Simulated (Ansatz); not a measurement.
# Cl₃FTi···HCl: what the fields show

```xyz
7

Ti   -0.5600    0.0000   -0.6191
Cl    0.0375    0.0000    3.5345
Cl    1.4919    0.0000    0.0135
Cl   -0.9674    1.7635   -1.7858
Cl   -0.9674   -1.7635   -1.7858
F    -1.5814    0.0000    0.7734
H    -0.9646    0.0000    2.7377
```

Theory: Ansatz, RKS BHLYP-D4/def2-SVP.

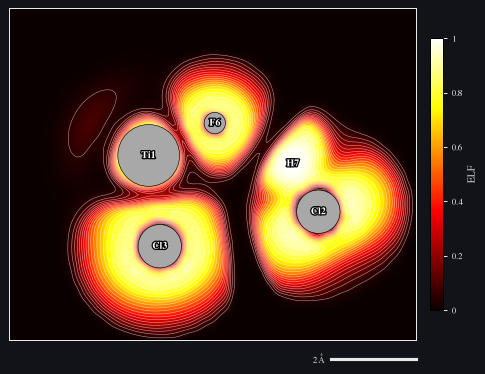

Figure 1. ELF on the plane of atoms Cl3, Ti1 and F6. Grey discs cover the atomic cores.

> Interpret the plot.

The plane passes through Ti, Cl, F and H nuclei.
F6···H7 (2.06 Å): the ELF dips to about 0.05 between them.
Ti–F (1.73 Å): the ELF peaks at about 0.85 in the valence shell of F, 0.5 Å from its nucleus, and drops to about 0.20 between the two atoms.
Ti–Cl (2.15 Å): the ELF peaks at about 0.85 in the valence shell of Cl, 0.8 Å from its nucleus, and is about 0.40 at the midpoint.
Cl–H (1.28 Å): the ELF climbs to about 1 towards the hydrogen, as it does in any bond to H.
The ELF also peaks beside Cl2, away from the bonds: lone-pair regions.

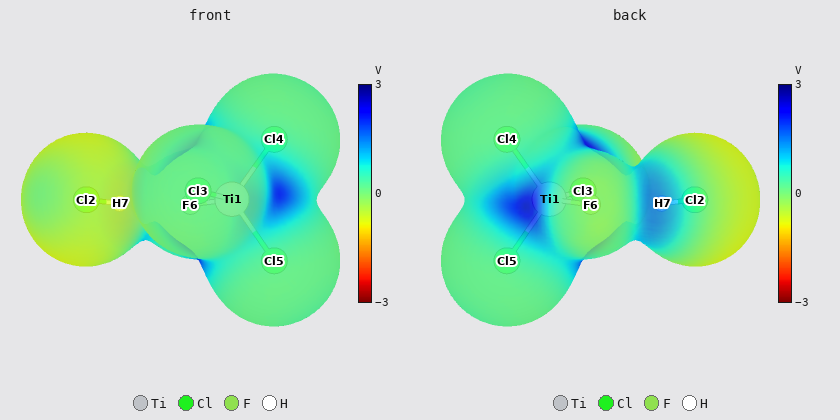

Figure 2. The molecular electrostatic potential painted on the density surface at 0.002 e/bohr³, seen from the front and from behind; the colour scale runs from red (negative) to blue (positive).

> Describe the electrostatic potential map.

The most negative region (about −0.7 V, or −16 kcal/mol for a unit charge) lies over Cl2, the most positive (about +2.3 V, or +53 kcal/mol for a unit charge) over Ti1.

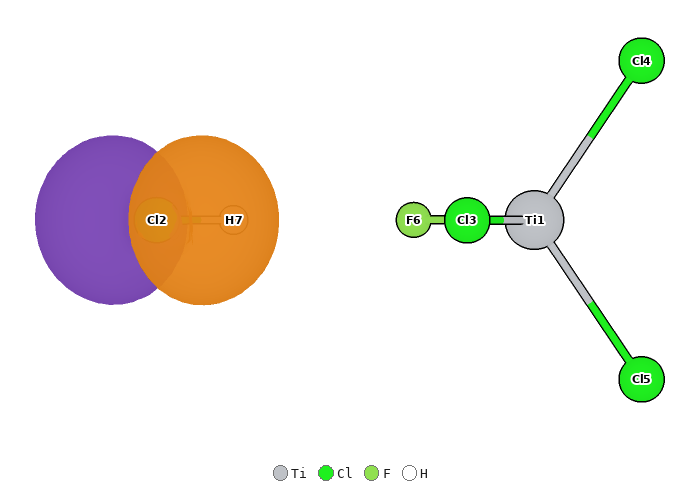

Figure 3. The HOMO at ±0.2 Å⁻³ᐟ² (orange and purple are the two phases), seen across its widest extent.

> Where does this orbital lie, and at what energy?

It lies mainly on Cl2 (about 90 %); largely a lone pair of Cl2. Its energy is −10.14 eV.
